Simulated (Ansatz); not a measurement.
FH3O3Ti

Input

```
crystal:
  periodic: [false, false, false]
  atoms:
    - {symbol: F, position_ang: [0.520732, 0.975219, -1.714717]}
    - {symbol: O, position_ang: [-1.043847, 1.105716, 0.699415]}
    - {symbol: O, position_ang: [1.622010, -0.003961, 0.778233]}
    - {symbol: O, position_ang: [-0.483108, -1.451703, -0.594100]}
    - {symbol: Ti, position_ang: [0.149713, 0.159274, -0.206989]}
    - {symbol: H, position_ang: [-1.625347, 1.839200, 0.480731]}
    - {symbol: H, position_ang: [2.229742, -0.745292, 0.855014]}
    - {symbol: H, position_ang: [-1.277695, -1.935453, -0.353287]}
basis:
  gaussian: {orbitals: def2-TZVPD}
hamiltonian: {xc: pbe0}
output: {forces: true, orbitals: {seedname: orbitals}}
```

Launched as:

```sh
ansatz run input.yaml --threads 2 --pin off --max-ram 5220MiB --events-out events.jsonl --progress --plain --runs-dir runs
```

Geometry: PBE0-D4/def2-SVP.

These are results of isolated molecule in a Gaussian basis; Kohn-Sham density functional theory, functional PBE0 in Ansatz 0.2.0, not measurements.

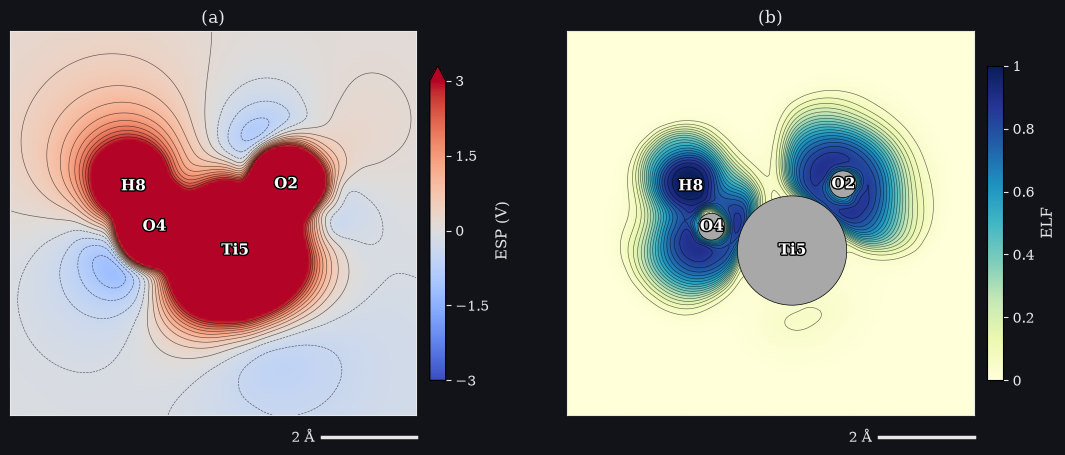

Figure 1. (a) electrostatic potential; (b) ELF on the plane of atoms Ti5, O4 and H8. Grey discs cover the atomic cores in the ELF map.

> Interpret the plot.

Atoms in the plane: O, Ti and H. Ti–O (1.77 Å): the ELF peaks at about 0.85 in the valence shell of O, 0.5 Å from its nucleus, and is about 0.25 at the midpoint. O–H (0.96 Å): the ELF climbs to about 1 towards the hydrogen, as it does in any bond to H; an ordinary covalent bond to hydrogen. Outside the dense part of the molecule the potential is most negative (−1.2 V) near O4.

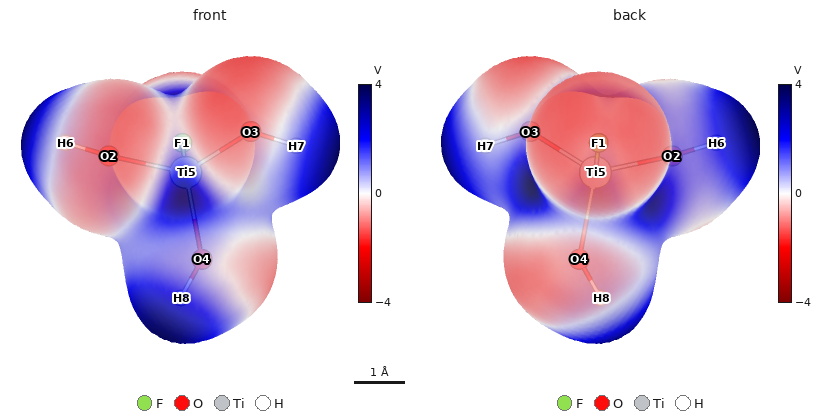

Figure 2. The molecular electrostatic potential painted on the density surface at 0.004 e/bohr³, seen from the front and from behind; red is negative and blue positive.

> Where is the surface potential most negative and most positive?

The most negative region (about −1.4 V) lies over O3, the most positive (about +3.9 V) over Ti5, H6 and H8. O3 is the likeliest acceptor of a hydrogen bond.

> How polar is the molecule by this calculation?

Its dipole moment is 2.11 D.

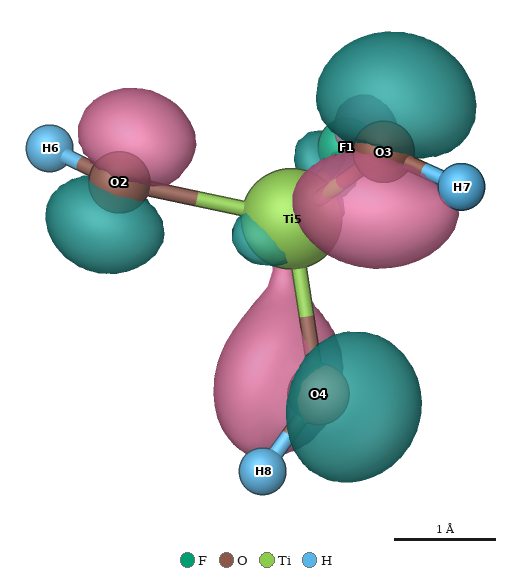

Figure 3. The HOMO−1 at ±0.15 Å⁻³ᐟ² (teal and pink are the two phases), seen at a tilt.

> Describe this orbital and give its energy.

It lies mainly on O3 (about 40 %), O4 (about 30 %), O2 (about 15 %) and Ti5 (about 10 %); largely a combination of lone pairs on O3, O4 and O2. Its energy is −9.46 eV.
